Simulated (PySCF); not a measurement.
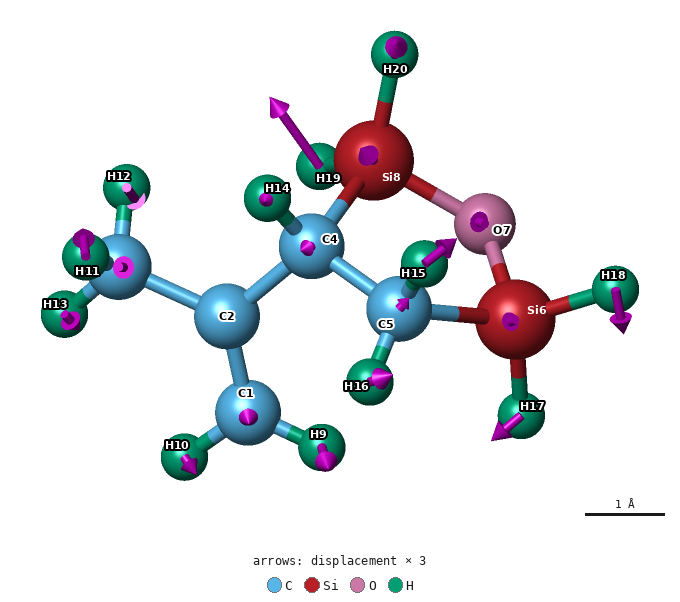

A relaxation of C₅H₁₂OSi₂. The starting structure is drawn; purple arrows show the displacements, 3 times their true length. The two geometries are superimposed by the best rigid fit.

A ball-and-stick model, seen face on.

The start comes from GFN2-xTB. Its atoms were then displaced at random by about 0.01 Å.

Method: PySCF 2.14.0, density-fitted response routines, PBE0-D3(BJ)/def2-SVP geometry optimisation, gas phase. 

Atoms of which element are displaced furthest, and by how much?

Hydrogen: up to 0.40 Å, against 0.14 Å for carbon.

What happened in the run?

After 9 geometry steps the energy has fallen by 34.4 kJ/mol. An H atom moves most after the best rigid fit: 0.40 Å. Largest moves by element: H 0.40 Å, C 0.14 Å, Si 0.13 Å, O 0.12 Å. Near-neighbour distances that change, for instance: C–H 1.037 → 1.092 Å, O–Si 1.630 → 1.676 Å, H–Si 1.451 → 1.495 Å, C–H 1.073 → 1.103 Å. Among the angles between lasting bonds that change: H–Si–H 114.8° → 109.3°, H–Si–H 113.5° → 108.3°, Si–O–Si 120.5° → 115.6°.
